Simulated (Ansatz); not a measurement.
System: C₂H₃BO (SMILES BC=C=O).

Input file:

```
crystal:
  periodic: [false, false, false]
  atoms:
    - {symbol: B, position_ang: [-0.654561, 0.819084, -0.198703]}
    - {symbol: C, position_ang: [0.512620, -0.121594, -0.333487]}
    - {symbol: C, position_ang: [0.559495, -1.119069, 0.537767]}
    - {symbol: O, position_ang: [0.560963, -1.966090, 1.310257]}
    - {symbol: H, position_ang: [-0.756510, 1.739612, -0.952762]}
    - {symbol: H, position_ang: [-1.468882, 0.640166, 0.658296]}
    - {symbol: H, position_ang: [1.307976, -0.060108, -1.067066]}
basis:
  gaussian: {orbitals: def2-TZVPP}
hamiltonian: {xc: pbe0, dispersion: d4}
output: {orbitals: {seedname: orbitals}}
```

Launched as:

```sh
ansatz run in.yaml --threads 2 --pin off --events-out ev --progress --plain --max-ram 4352MiB
```

Geometry: PBE0-D4/def2-TZVP.

The calculation used RKS PBE0-D4/def2-TZVPP (Ansatz).

Predict the electron density and electron localisation function between the atoms.

Answer. C–O (1.15 Å): ρ at the midpoint is about 3.9 e/Å³; the ELF peaks at about 0.85 between the atoms; a multiple bond.
C–C (1.33 Å): the density is about 2.3 e/Å³ at the midpoint; the ELF peaks at about 0.90 between the atoms: a short, multiple covalent bond.
C–B (1.51 Å): the density is about 1.5 e/Å³ at the midpoint; the ELF peaks at about 0.95 between the atoms; localised, covalent bonding.
C–H (1.08 Å): ρ is about 2 e/Å³ halfway; the ELF climbs to about 1 towards the hydrogen, as it does in any bond to H: a covalent bond by its length.

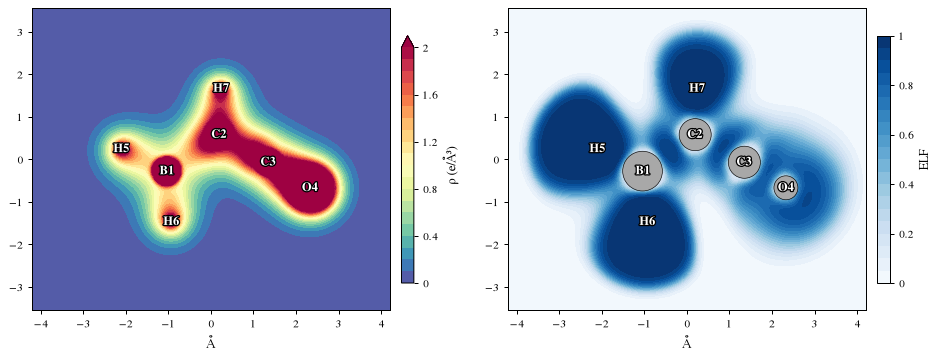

Computed electron density and electron localisation function on the molecular plane, in this order. Grey discs cover the atomic cores in the ELF map. 
